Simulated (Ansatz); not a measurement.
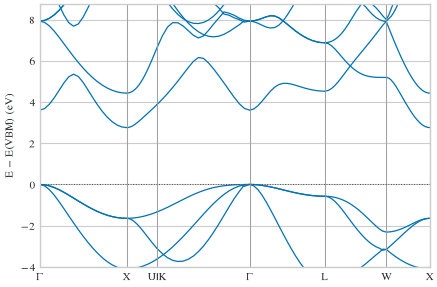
Fig. 1. Band structure from PBE in the plane-wave PAW code Ansatz

Question: Read off the gap and where the band edges lie.

Answer: About 2.8 eV (2.76 eV by a search for the band edges); maximum at Γ, minimum at X.

Question: Which of these materials gives this?
A. MgO, rock salt
B. MgS, rock salt
C. CaS, rock salt
D. PbS, zinc blende

Answer: B, MgS, rock salt

Space group Fm-3m (rock salt). The cell was relaxed with PBE under the symmetry of its start.

Potentials: the later of the program's two PAW sets.
